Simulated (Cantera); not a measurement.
A closed system holds: 1 mol B2O3, 0.95 mol NF3, 47 mol H2, held at 533 Torr.

Equilibrium computed with Cantera from the NASA thermochemical tables; the gas is ideal and each condensed phase is pure. Candidate condensed phases: B, BN, B2O3, B3O3H3, H2O; 62 gas species. The tables' values for BF2 are old estimates; treat these amounts as uncertain. Gases not in the tables: H3BO3. Rates play no part.

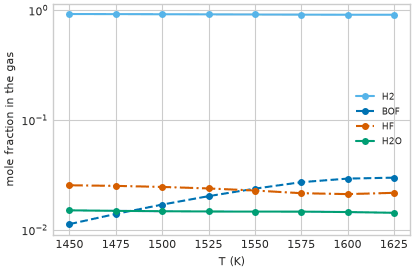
*Equilibrium gas composition (values under 1e-9 drawn at 1e-9)*

Read off the mole fractions at 1525 K.

H2 about 0.92, HF about 0.024, BOF about 0.020, H2O about 0.015.
